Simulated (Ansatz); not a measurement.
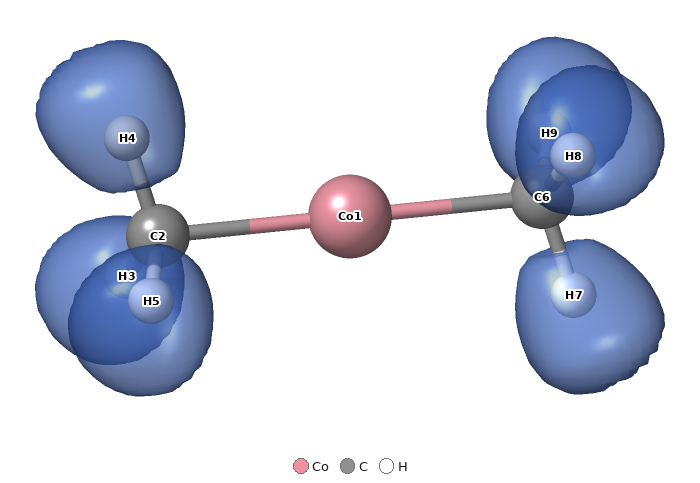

Figure. C₂H₆Co (CoMe2) (charge +1, quintet). Isosurface of the electron localisation function at 0.9 (blue), seen at an oblique angle. Only the valence region is drawn (cores and ρ < 0.01 e/Å³ removed).

Geometry: PBE0-D4/def2-TZVP.

The calculation used Ansatz, UKS PBE0-D4/def2-TZVP.

The calculation's input:

```
crystal:
  periodic: [false, false, false]
  atoms:
    - {symbol: Co, position_ang: [-0.000430, 0.000110, 0.000087]}
    - {symbol: C, position_ang: [0.014364, -0.003128, 2.035372]}
    - {symbol: H, position_ang: [-0.466100, 0.944043, 2.285412]}
    - {symbol: H, position_ang: [1.077944, -0.059723, 2.272189]}
    - {symbol: H, position_ang: [-0.563221, -0.894922, 2.283612]}
    - {symbol: C, position_ang: [-0.014422, 0.003157, -2.035513]}
    - {symbol: H, position_ang: [-1.078496, 0.045415, -2.273092]}
    - {symbol: H, position_ang: [0.478962, -0.937534, -2.284784]}
    - {symbol: H, position_ang: [0.551399, 0.902583, -2.283282]}
basis:
  gaussian: {orbitals: def2-TZVP, initial_orbitals: start.molden}
total_charge: 1
magnetization: {spin_polarized: true, initial_magnetization: 4}
hamiltonian: {xc: pbe0, dispersion: d4}
scf: {omitted_lower_state_checks: [starts]}
output: {orbitals: {seedname: orbitals}}
```

Command:

```sh
ansatz run in.yaml --threads 4 --pin off --events-out ev --progress --plain --max-ram 3916MiB
```

Q: Describe the localisation domains.

A: At this value the surface marks out six regions around hydrogen nuclei. Profiles from the grid: C–Co (2.04 Å): the ELF peaks at about 0.80 in the valence shell of C, 0.7 Å from its nucleus, and is about 0.40 at the midpoint. C–H (1.09 Å): the ELF climbs to about 1 towards the hydrogen, as it does in any bond to H; an ordinary covalent bond to hydrogen.
